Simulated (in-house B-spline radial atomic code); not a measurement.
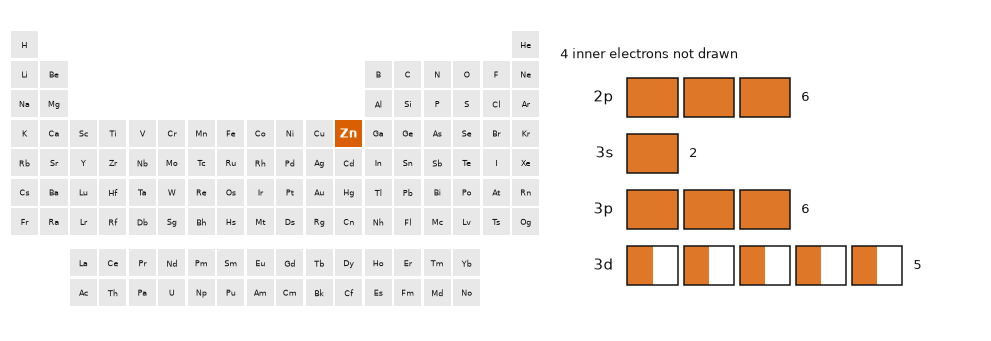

Figure 1. Left, the place of zinc in the periodic table; right, the outer shells as the input fills them: a box for each of the 2l + 1 orbitals, shaded by the share of the shell that is filled, with the electron count at the right.

## RPA and GW calculation, with input and output: Zn⁷⁺

Zn⁷⁺, configuration [Ar] 3d5. Computed at this level: RPA, second-order and SOSEX correlation energies and G0W0 (contour deformation) on a scalar-relativistic (spin-free one-electron X2C) mean field, all electrons, B-spline basis (in-house B-spline radial atomic code).

## Input
```
Z = 30
electrons = 23.0
configuration = [Ar] 3d5
hamiltonian = x2c
method = pbesol
lmax = 9
rms_radius = 3.9283
spin_polarised = True
box_radius = 8.41
intervals = 67
```

Hardware: 1 CPU thread, shared host.

Launched within a batch (the task file carries these settings):
```bash
python <driver script> task.json out
```

The program writes its results to a structured record and prints no log; tables and figures of this report are taken from that record.

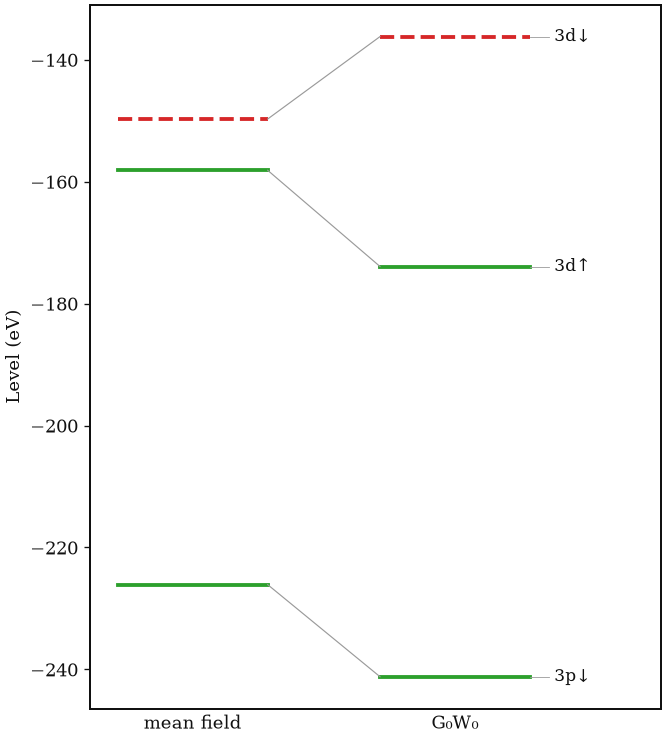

Figure 2. Mean-field and G₀W₀ levels (solid occupied, dashed empty) for Zn⁷⁺ ([Ar] 3d⁵). All-electron spherical atom, scalar X2C, PBEsol start, no spin-orbit coupling, Breit or QED terms; computed with a B-spline radial code. The quasi-particle equation is solved at full frequency; levels of low quasi-particle weight Z are left out. Σ columns are in eV, and Σc holds an estimate for the angular momenta beyond the basis. G₀W₀ moves the highest occupied level, 3d↑, from −158.13 to −173.92 eV (renormalisation factor Z = 0.97). The empty level 3d↓ goes from −149.73 to −136.20 eV.

| Level | Mean field (eV) | Σx − vxc (eV) | Σc (eV) | Z | G₀W₀ (eV) |
| --- | --- | --- | --- | --- | --- |
| 3d↓ | −149.73 | 19.30 | −5.77 | 0.97 | −136.20 |
| 3d↑ | −158.13 | −17.54 | 1.75 | 0.97 | −173.92 |
| 3p↓ | −226.10 | −15.48 | 0.36 | 0.96 | −241.21 |

## Summary

| quantity | value |
| --- | --- |
| outcome | converged |
| mean-field total energy | −1777.47700 hartree |
| total energy with exact exchange alone | −1778.12179 hartree |
| exact exchange energy | −66.30566 hartree |
| RPA correlation, extrapolated in the angular momentum of the empty orbitals | −1.61653 hartree |
| RPA correlation, as summed | −1.60057 hartree |
| direct second-order term | −1.79634 hartree |
| second-order exchange term | 0.58724 hartree |
| SOSEX term | 0.54924 hartree |
| wall time | 3.8 s |

## Notes

Caveats: spin-orbit coupling, Breit and QED terms are absent.
